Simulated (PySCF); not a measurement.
## A study: H4O2Si, SMILES `O[SiH2]O`

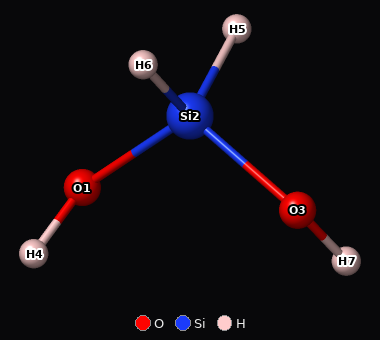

The molecule, with its atoms numbered as below. No frequency check shows the geometry to be a minimum.

Geometry (Å), atoms numbered from 1:

```
O1       1.3560   -0.4297    0.0745
Si2      0.0000    0.4688   -0.0000
O3      -1.3561   -0.4297   -0.0745
H4       1.5757   -1.0640   -0.6024
H5       0.1136    1.2194    1.2392
H6      -0.1136    1.2195   -1.2390
H7      -1.5757   -1.0640    0.6023
```

Part 1: Bonding charge

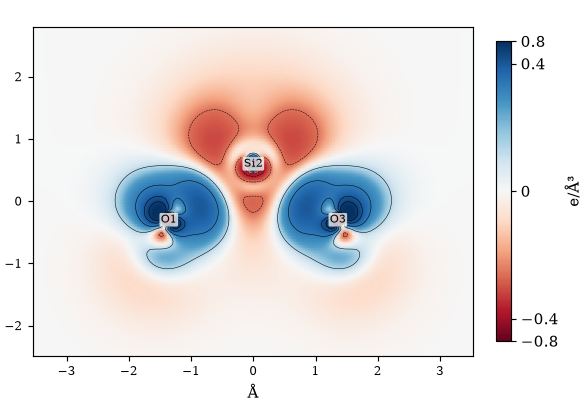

Deformation density (molecule less spherical, spin-averaged free atoms) in the plane of O1, Si2 and O3; colour scale in e/Å³, logarithmic beyond ±0.1; blue: gain, red: loss.

Computed with PySCF, B3LYP/def2-SVPD, geometry: GFN2-xTB.

**How much density has each bond in this plane gained at its critical point, relative to the free atoms?**

O1–Si2 and Si2–O3: +0.04 e/Å³ at the bond critical point (bond length 1.63 Å); up to 0.6 Å beside the axis the gain reaches +0.38 e/Å³. In all, 1.7 electrons gather in the regions of gain relative to the promolecule. A small or negative value marks a very polar bond, one between electron-rich atoms, whose free-atom densities already overlap strongly, a long bond to a heavier atom, or a closed-shell contact such as a hydrogen bond.

**Where do the Hirshfeld charges lie?**

The highest Hirshfeld charge is on Si2 (+0.46 e), the lowest on O1 and O3 (−0.31 e).

| atom | charge (e) |
| --- | --- |
| O1 | −0.31 |
| Si2 | +0.46 |
| O3 | −0.31 |
| H4 | +0.17 |
| H5 | −0.09 |
| H6 | −0.09 |
| H7 | +0.17 |

Part 2: Electrostatic potential

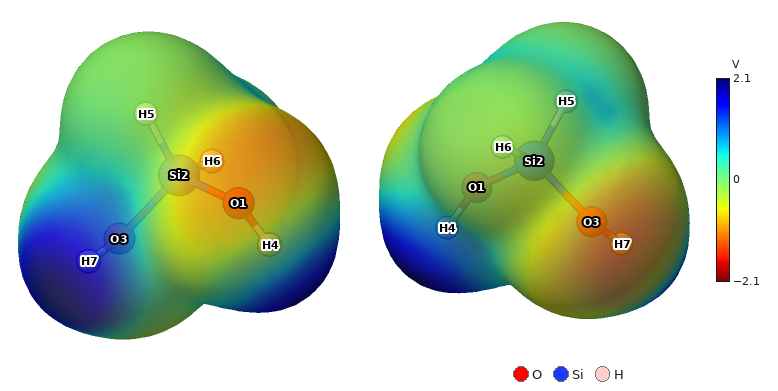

Electrostatic potential on the surface of electron density 0.001 a.u. (back view left, front view right).

**Where are the extremes of the potential on the surface?**

Highest: 2.09 V, 1.2 Å from H7. Further maxima include 0.65 V, near H5 (1.97 Å), H6 (1.98 Å) and Si2 (2.07 Å); 0.65 V, off the Si2–O3 bond (2.0 to 2.2 Å from its atoms). Lowest: −1.14 V, 1.8 Å from O3, and at like points elsewhere. The surface is sampled at points, so like sites can differ by a few per cent and only the strongest of them is named.

**What volume does the surface enclose, and what is the dipole moment?**

About 79 Å³; the dipole moment is 1.1 D.

Part 3: In an electric field

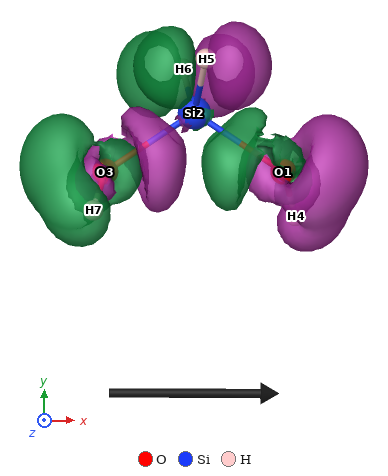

Change of the electron density in a uniform field of 0.21 V/Å along +x (arrow), surfaces at ±0.0015 e/Å³ (green: gain, purple: loss).

Method: B3LYP/def2-SVPD; geometry: GFN2-xTB; program: PySCF.

**What dipole is induced, and what polarisability does it imply?**

The induced dipole is 0.36 D (along the field); α along this axis, from the fields in both directions, is 35 bohr³ (5.3 Å³).

**Which atoms gain and lose the most charge?**

Electrons gather most on O3 (Hirshfeld charge changes by −0.007 e) and leave O1 most (+0.007 e); 0.036 electrons are displaced in all.

Part 4: Removing or adding an electron

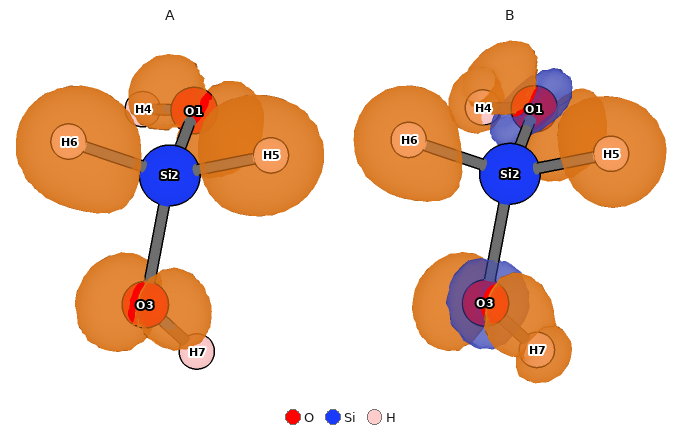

The Fukui function f⁻ from two separate SCF calculations and the density of the HOMO, at ±0.04 e/Å³ (orange positive, blue negative).

Level of theory: B3LYP/def2-SVPD (PySCF), at a geometry from GFN2-xTB.

**Which panel is which, and how good is the frozen-orbital picture?**

B is f⁻ (it has negative regions), A the HOMO density. The HOMO lies on Si2 (23 %), O1 and O3 (19 % each) and H5 and H6 (18 % each); f⁻ (Hirshfeld-condensed) is largest on Si2 (0.20), O1 and O3 (0.17 each) and H5 and H6 (0.16 each); the vertical ionisation energy is 11.27 eV. Relaxation shifts 11 % of the electron between atoms. The orbital energy is −8.67 eV.
